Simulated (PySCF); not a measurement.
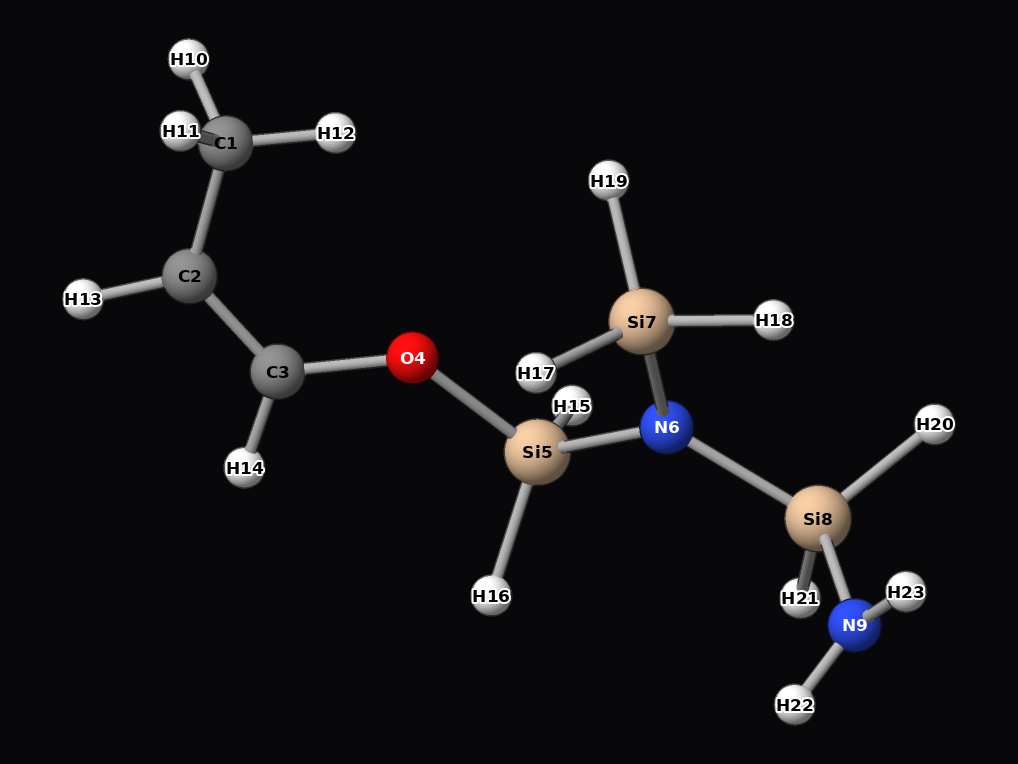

The questions are on isotropic NMR shieldings of the Si atoms. The geometry was computed by an optimisation with PBE0-D3(BJ)/def2-SVP. No frequency run is at hand to confirm it as a minimum. Method: GIAO PBE0/pcSseg-1 NMR shielding, non-relativistic, IEF-PCM chloroform (PySCF 2.14.0).

List the isotropic NMR shieldings of the Si atoms.

| atom | σ (ppm) |
| --- | --- |
| Si5 | 372.0 |
| Si7 | 408.0 |
| Si8 | 398.1 |
